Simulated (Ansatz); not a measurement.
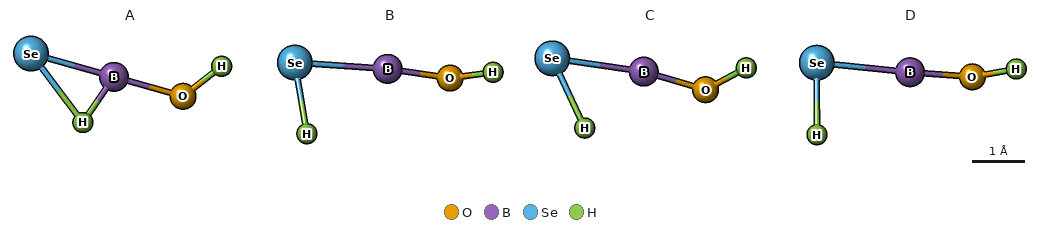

4 geometries from one relaxation of BH₂SeO (charge +1), in shuffled order. The picture is a ball-and-stick view, seen face on.

It is one of the separated reactants of a reaction.

All numbers below come from Ansatz, RKS PBE-D4/def2-SVP. Settings: force threshold 0.03 eV/Å; at most 250 steps.

Question: Put them in the order of the run, from the start to the converged end.

Answer: A, C, B, D. They are steps 0, 3, 5, 10, at +48.6 kcal/mol, +8.12 kcal/mol, +0.62 kcal/mol relative to the last. After 9 accepted moves (10 points after the start) the energy has fallen by 48.6 kcal/mol. Largest force component: 9.7 eV/Å at the start, 0.029 eV/Å at the end. The line search rejected the trial step at point 7 of the run. An H atom moves most after the best rigid fit: 0.98 Å. Largest moves by element: H 0.98 Å, O 0.47 Å, B 0.34 Å, Se 0.22 Å. Some distances before and after: B–H 1.150 → 2.340 Å, H–Se 1.691 → 1.497 Å, B–Se 1.701 → 1.857 Å, B–O 1.418 → 1.265 Å. Bonds break: B–H (1.15 → 2.34 Å). Bond angles that change, for instance: B–Se–H 39.6° → 87.8°, B–O–H 122.7° → 135.0°, O–B–Se 180.0° → 174.3°.
